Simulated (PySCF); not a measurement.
H8N3Si3, SMILES N1[SiH2][N][SiH2]N[SiH2]1, doublet, PBE0/def2-SVP optimised geometry. Atoms within 1.6 Å of the plane z = 0.0 Å (x, y, z in Å): N1 (-1.80, -2.13, 0.00), Si2 (-1.35, -1.52, 1.56), N3 (-0.31, -0.13, 1.41), Si4 (0.30, 0.68, 0.00), N5 (-0.31, -0.13, -1.41), Si6 (-1.35, -1.52, -1.56), H10 (-0.11, 2.13, 0.00), H11 (1.80, 0.68, 0.00).

Computed with unrestricted PBE0/def2-TZVP (PySCF). Cells within 0.4 Å of a nucleus heavier than hydrogen are left out (blank, or x).

Map of the Laplacian of the electron density (e/bohr⁵), clipped to [-1.50, 1.50] on the plane z = 0.0 Å:

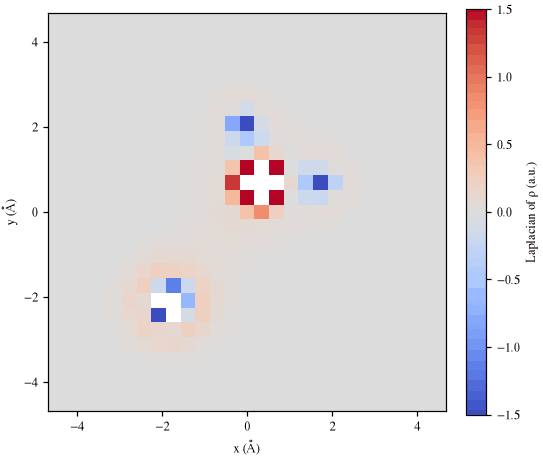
Fig. 1. Laplacian of the electron density (e/bohr⁵), clipped to [-1.50, 1.50] on the plane z = 0.0 Å.
